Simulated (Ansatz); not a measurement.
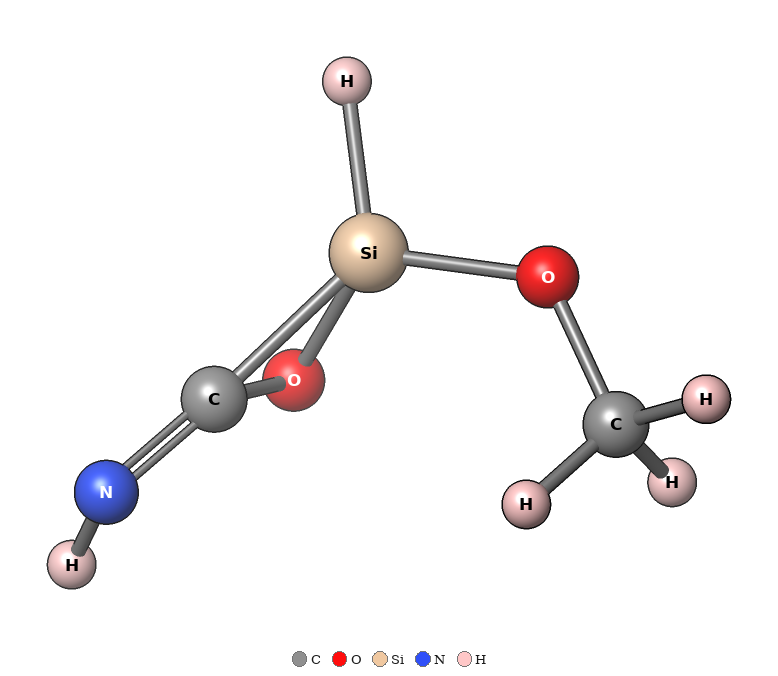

Atoms fade into the background with distance from the viewer. The computed structure is the end point of a PBE0-D4/def2-TZVP optimisation. No frequency run is at hand to confirm it as a minimum.

Question: List the symmetry elements and name the point group.

Answer: It has no symmetry element but the identity, so the point group is C1. The group has 1 operation. The geometry is chiral, and symmetry allows a dipole moment.
